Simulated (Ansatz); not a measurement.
# C2H6GaO2 radical: small, medium and large basis sets

How large a basis does C2H6GaO2 radical need? Two functionals are run in growing sets.

Method: one geometry, several basis sets; program: Ansatz 0.2.0, Gaussian basis.

Levels to be run: PBE0-D4/def2-SVP; ωB97M-V/def2-SVP; PBE0-D4/def2-QZVPP; ωB97M-V/def2-QZVPP; the functionals' def2-TZVPP values are taken from earlier runs.

## 1. The geometry

All runs share one geometry, relaxed beforehand with PBE0-D4 in a triple-zeta def2 set.

SMILES `C[O][Ga][O]C`, 11 atoms, charge 0, spin multiplicity 2.

Atoms are counted from 1 here; the program's logs count them from 0.

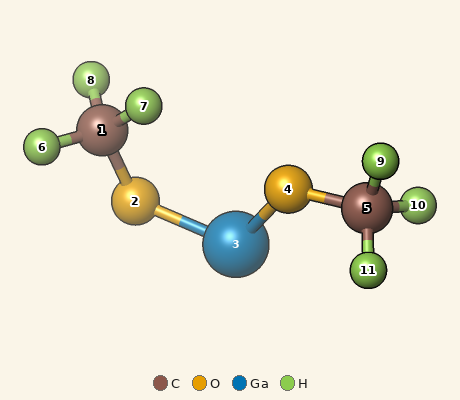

The geometry (carbon brown, oxygen amber, gallium blue, hydrogen green); atoms are numbered from 1 in the order of the file.

## 2. PBE0-D4 in def2-SVP

Input file in.yaml:

```yaml
crystal:
  periodic: [false, false, false]
  atoms:
    - {symbol: C, position_ang: [-0.898433, -0.841010, 1.979988]}
    - {symbol: O, position_ang: [0.325192, -1.406531, 1.558802]}
    - {symbol: Ga, position_ang: [1.142909, -0.869320, 0.058707]}
    - {symbol: O, position_ang: [0.261443, 0.430844, -0.828657]}
    - {symbol: C, position_ang: [0.649874, 1.053674, -2.023673]}
    - {symbol: H, position_ang: [-0.773735, -0.400123, 2.974981]}
    - {symbol: H, position_ang: [-1.269889, -0.061983, 1.305281]}
    - {symbol: H, position_ang: [-1.659762, -1.625720, 2.047588]}
    - {symbol: H, position_ang: [-0.124206, 1.778127, -2.295777]}
    - {symbol: H, position_ang: [0.750011, 0.344270, -2.853788]}
    - {symbol: H, position_ang: [1.596594, 1.597773, -1.923454]}
basis:
  gaussian: {orbitals: def2-SVP}
magnetization: {spin_polarized: true, initial_magnetization: 1}
hamiltonian: {xc: pbe0, dispersion: d4}
output: {orbitals: {seedname: orbitals}}
```

On the command line:

```console
$ ansatz run in.yaml --threads 2 --pin off --events-out ev --progress --plain --max-ram 31744MiB --backend cpu
```

Output:

```text
Functional definition: PBE0
  name "PBE0"
  cite "Adamo & Barone, J. Chem. Phys. 110, 6158 (1999) doi:10.1063/1.478522"
  cite "Perdew, Burke & Ernzerhof, Phys. Rev. Lett. 77, 3865 (1996) doi:10.1103/PhysRevLett.77.3865"
  parent pbe
  parameter a = 0.25
  parameter kappa = 0.804
  parameter beta = 0.06672455060314922
  exchange = (1 - a)*pbe_x(kappa = kappa, mu = beta*pi^2/3) + a*exact_x
  correlation = pbe_c(beta = beta)
1178 factors; integrals over basis functions are off by at most 1.5e-3 eV
mean field evaluation 1: about -58608.4298 eV, gradient 4.8e1 eV
mean field evaluation 2: about -58576.9414 eV, gradient 9.8e1 eV
mean field evaluation 4: about -58617.9268 eV, gradient 6.2e0 eV
mean field evaluation 8: about -58618.2677 eV, gradient 8.3e-1 eV
mean field evaluation 16: about -58618.2716 eV, gradient 1.1e-3 eV
mean field -58618.27163892 eV, -2154.1817498386 hartree, gradient 3.6e-5 eV, S^2 0.753367; 0 other end points of the search recorded, 0 dependent functions left out
reference -58618.27166922 eV, -2154.1817509524 hartree; 33, 32 occupied and 85, 86 virtual orbitals, 1178 factors
Total energy: -58618.43711204 eV, -2154.1878308638 hartree
```

It took 3.3 s on 2 threads of AMD EPYC 7R13, shared host.

## 3. ωB97M-V in def2-SVP

in.yaml: that of step 2 with these lines changed.

```diff
@@ -17,3 +17,3 @@
 magnetization: {spin_polarized: true, initial_magnetization: 1}
-hamiltonian: {xc: pbe0, dispersion: d4}
+hamiltonian: {xc: {name: wB97M-V}}
 output: {orbitals: {seedname: orbitals}}
```

Same command.

Output (excerpt; [...] marks lines left out):

```text
Functional definition: wB97M-V
  name "wB97M-V"
  cite "Mardirossian & Head-Gordon, J. Chem. Phys. 144, 214110 (2016) doi:10.1063/1.4952647"
  cite "Becke, J. Chem. Phys. 107, 8554 (1997) doi:10.1063/1.475007"
  cite "Vydrov & Van Voorhis, J. Chem. Phys. 133, 244103 (2010) doi:10.1063/1.3521275"
  # Of w^i u^j: cxij and so on, Table III.
[...]
  gx(w, u) = 1 - cx + cx01*u + cx10*w
  gss(w, u) = css00 + css04*u^4 + css10*w + css20*w^2 + css43*w^4*u^3
  gos(w, u) = cos00 + cos10*w + (cos20 + cos21*u)*w^2 + (cos60 + cos61*u)*w^6
[...]
      + integral(e_c_pw_mod_opposite_spin*gos(b97_w_opposite, b97_u_opposite)) + vv10(b, c)
1178 factors; integrals over basis functions are off by at most 1.5e-3 eV
303 factors; integrals over basis functions are off by at most 8.4e-6 eV
[...]
mean field -58626.68099095 eV, -2154.4907878258 hartree, gradient 3.9e-5 eV, S^2 0.753206; 0 other end points of the search recorded, 0 dependent functions left out
reference -58626.68103817 eV, -2154.4907895610 hartree; 33, 32 occupied and 85, 86 virtual orbitals, 1178 factors
Total energy: -58626.68103817 eV, -2154.4907895610 hartree
```

It took 13 s on 2 threads of AMD EPYC 7R13, shared host; peak memory 0.65 GiB.

## 4. PBE0-D4 in def2-QZVPP

in.yaml: that of step 3 with these lines changed.

```diff
@@ -15,5 +15,5 @@
 basis:
-  gaussian: {orbitals: def2-SVP}
+  gaussian: {orbitals: "def2-QZVPP.json"}
 magnetization: {spin_polarized: true, initial_magnetization: 1}
-hamiltonian: {xc: {name: wB97M-V}}
+hamiltonian: {xc: pbe0, dispersion: d4}
 output: {orbitals: {seedname: orbitals}}
```

On the command line:

```console
$ ansatz run in.yaml --threads 2 --pin off --events-out ev --progress --plain --max-ram 31744MiB --backend cuda --devices 0, --max-vram 18GiB
```

Output:

```text
Functional definition: PBE0
  name "PBE0"
  cite "Adamo & Barone, J. Chem. Phys. 110, 6158 (1999) doi:10.1063/1.478522"
  cite "Perdew, Burke & Ernzerhof, Phys. Rev. Lett. 77, 3865 (1996) doi:10.1103/PhysRevLett.77.3865"
  parent pbe
  parameter a = 0.25
  parameter kappa = 0.804
  parameter beta = 0.06672455060314922
  exchange = (1 - a)*pbe_x(kappa = kappa, mu = beta*pi^2/3) + a*exact_x
  correlation = pbe_c(beta = beta)
1662 factors; their error is unknown
mean field evaluation 1: about -58620.1298 eV, gradient 5.9e1 eV
mean field evaluation 2: about -58563.3400 eV, gradient 1.3e2 eV
mean field evaluation 4: about -58633.5361 eV, gradient 7.7e0 eV
mean field evaluation 8: about -58633.7787 eV, gradient 1.9e-1 eV
mean field evaluation 16: about -58633.9345 eV, gradient 5.5e-3 eV
mean field -58633.93445691 eV, -2154.7573477833 hartree, gradient 4.8e-5 eV, S^2 0.753484; 0 other end points of the search recorded, 0 dependent functions left out
reference -58633.93450114 eV, -2154.7573494088 hartree; 33, 32 occupied and 464, 465 virtual orbitals, 1662 factors
Total energy: -58634.09994396 eV, -2154.7634293202 hartree
```

It took 9.5 s on 1 × H100 (card shared with other runs) with 2 threads of AMD EPYC 7R13, shared host; peak host memory 1.1 GiB.

## 5. ωB97M-V in def2-QZVPP

in.yaml: that of step 4 with these lines changed.

```diff
@@ -17,3 +17,3 @@
 magnetization: {spin_polarized: true, initial_magnetization: 1}
-hamiltonian: {xc: pbe0, dispersion: d4}
+hamiltonian: {xc: {name: wB97M-V}}
 output: {orbitals: {seedname: orbitals}}
```

Same command.

Output (excerpt; [...] marks lines left out):

```text
Functional definition: wB97M-V
  name "wB97M-V"
  cite "Mardirossian & Head-Gordon, J. Chem. Phys. 144, 214110 (2016) doi:10.1063/1.4952647"
  cite "Becke, J. Chem. Phys. 107, 8554 (1997) doi:10.1063/1.475007"
  cite "Vydrov & Van Voorhis, J. Chem. Phys. 133, 244103 (2010) doi:10.1063/1.3521275"
  # Of w^i u^j: cxij and so on, Table III.
[...]
  gx(w, u) = 1 - cx + cx01*u + cx10*w
  gss(w, u) = css00 + css04*u^4 + css10*w + css20*w^2 + css43*w^4*u^3
  gos(w, u) = cos00 + cos10*w + (cos20 + cos21*u)*w^2 + (cos60 + cos61*u)*w^6
[...]
      + integral(e_c_pw_mod_opposite_spin*gos(b97_w_opposite, b97_u_opposite)) + vv10(b, c)
1657 factors; their error is unknown
393 factors; integrals over basis functions are off by at most 6.1e-6 eV
[...]
mean field -58642.50490062 eV, -2155.0723057804 hartree, gradient 8.3e-5 eV, S^2 0.753461; 0 other end points of the search recorded, 0 dependent functions left out
reference -58642.50496806 eV, -2155.0723082586 hartree; 33, 32 occupied and 464, 465 virtual orbitals, 1657 factors
Total energy: -58642.50496806 eV, -2155.0723082586 hartree
```

Run time: 12 s. Hardware: 1 × H100 (card shared with other runs) with 2 threads of AMD EPYC 7R13, shared host; peak host memory 1.4 GiB.

## 6. Functionals by basis

The def2-TZVPP values come from earlier runs at the same geometry.

```
functional       basis  functions  energy (eV)  from the largest (eV)  HOMO (eV)  LUMO (eV)
   PBE0-D4    def2-SVP        118  -58618.4371                 15.663      -6.40      -3.16
   PBE0-D4  def2-TZVPP        256  -58632.5389                  1.561      -6.47      -3.22
   PBE0-D4  def2-QZVPP        497  -58634.0999                  0.000      -6.49      -3.26
   ωB97M-V    def2-SVP        118  -58626.6810                 15.824      -8.50      -1.50
   ωB97M-V  def2-TZVPP        256  -58640.9940                  1.511      -8.57      -1.54
   ωB97M-V  def2-QZVPP        497  -58642.5050                  0.000      -8.61      -1.65
```

## 7. Summary of results

| quantity | value |
| --- | --- |
| PBE0-D4: double and triple zeta above quadruple | 15.66, 1.56 eV |
| ωB97M-V: double and triple zeta above quadruple | 15.82, 1.51 eV |

What this shows: For PBE0-D4 the step from double to triple zeta gains 14.10 eV and the next only 1.56 eV. Total energies overstate the basis error of differences, where much of it tends to cancel.
